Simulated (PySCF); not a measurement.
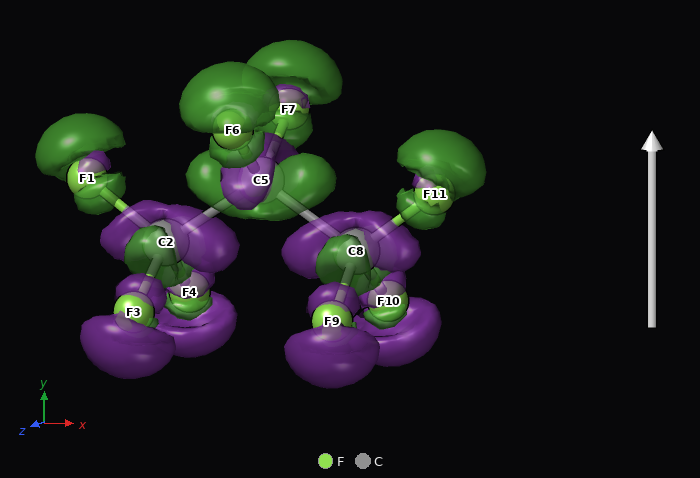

C3F8, SMILES `FC(F)(F)C(F)(F)C(F)(F)F`. Change of the electron density in a uniform field of 0.10 V/Å along +y (arrow), surfaces at ±0.001 e/Å³ (purple: gain, green: loss).

Method: ωB97X/def2-SVP; geometry: GFN2-xTB; program: PySCF. No frequency check shows the geometry to be a minimum. A basis without diffuse functions makes polarisabilities too small.

Cartesian coordinates (Å):

```
F1      -2.3700    0.5493   -0.0002
C2      -1.3009   -0.2334    0.0020
F3      -1.3544   -1.0102    1.0758
F4      -1.3542   -1.0102   -1.0760
C5       0.0000    0.6251   -0.0000
F6       0.0011    1.4183    1.0844
F7      -0.0011    1.4183   -1.0844
C8       1.3009   -0.2334   -0.0020
F9       1.3543   -1.0102    1.0760
F10      1.3544   -1.0102   -1.0757
F11      2.3700    0.5493    0.0002
```

How large is the response?

The induced dipole is 0.16 D (along the field); α along this axis, from the fields in both directions, is 31 bohr³ (4.7 Å³).

Which atoms gain and lose the most charge?

Electrons gather most on F3, F4, F9 and F10 alike (Hirshfeld charge changes by −0.002 e) and leave F6 and F7 alike most (+0.003 e); 0.019 electrons are displaced in all.

The PySCF run took 55 s on 1 thread of Intel(R) Xeon(R) Platinum 8259CL CPU @ 2.50GHz (Skylake/Cascade Lake) (shared host), peak memory 0.91 GiB.
